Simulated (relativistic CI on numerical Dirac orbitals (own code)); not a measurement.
```
atom Nb  Z=41  charge=3  electrons=38
nucleus A=93  rms_radius_fm=4.3240
hamiltonian dirac-coulomb  breit=on  qed=on  c_scale=1
orbitals kli  potential=per-configuration
slater_scale 0.9
correlation none
mixing on
configurations
  [Kr] 4d2
  [Ne] 3s2 3p5 3d10 4s2 4p6 4d3
end
absorption M2,3 T=10 lorentz=1.2 gauss=0.4
crystal_field D3d 10Dq=28050 Dsigma=-510 Dtau=-270
```

Multiplet model: relativistic Dirac–Coulomb–Breit theory, one configuration a step, Slater integrals scaled by 0.9, 10 K, Voigt broadening (Lorentzian 1.2 eV, Gaussian 0.4 eV full widths), computed with a radial Dirac CI code.

The M₂,₃ X-ray absorption spectrum that results, with the strongest transitions as sticks:

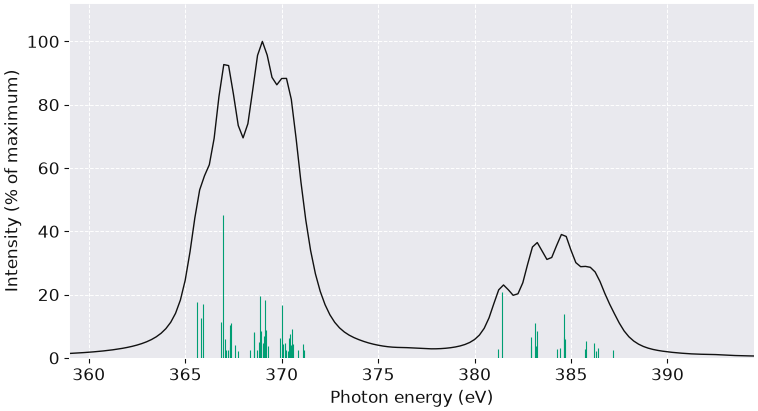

The main maxima lie at 367.1 eV (93), 369.0 eV (100), 370.1 eV (88), 381.5 eV (23), 383.2 eV (36) and 384.6 eV (39), heights in % of the largest; the centroid is at 372.8 eV. The lower edge holds 0.72 of the intensity (branching ratio, edges parted at 378 eV, split at the minimum of the curve and uncertain by about 0.02), and the core spin-orbit splitting of the orbitals is 15.8 eV. The ground state has S = 1.00.

Known limits: free-ion energies, so absolute edge positions are off by a few eV from solids.
